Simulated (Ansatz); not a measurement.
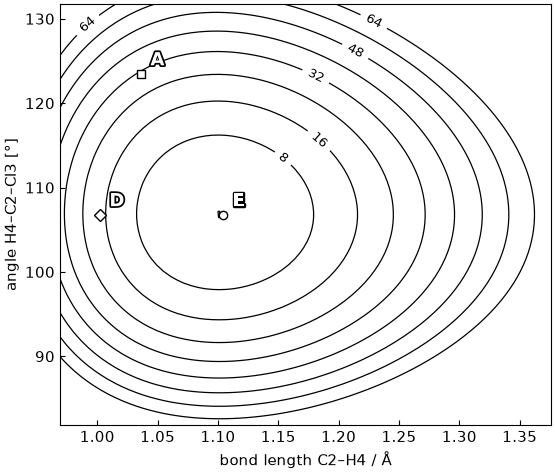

CHClLi, SMILES [Li][CH+]Cl, charge +1. First axis: bond length C2–H4. Second axis: angle H4–C2–Cl3. Nothing is relaxed (all other coordinates rigid). Grid: 13 × 13 points. Points are written as (first, second). All energies are given in kJ/mol relative to the lowest grid point. Level of theory: Ansatz 0.2.0, RKS r2SCAN-D4/def2-TZVP.

The picture shows contour lines labelled in kJ/mol (none above 64), lettered points. Between grid points the surface is interpolated.

Is E the lowest point of the computed grid?

Yes. E, at (1.104 Å, 106.8°), has the lowest energy of the grid.

What kind of point is each of A, D, E: minimum, saddle, maximum or slope?

A: on a slope; D: on a slope; E: minimum. (In these two coordinates alone; a stationary point may lie a little off the grid point.)
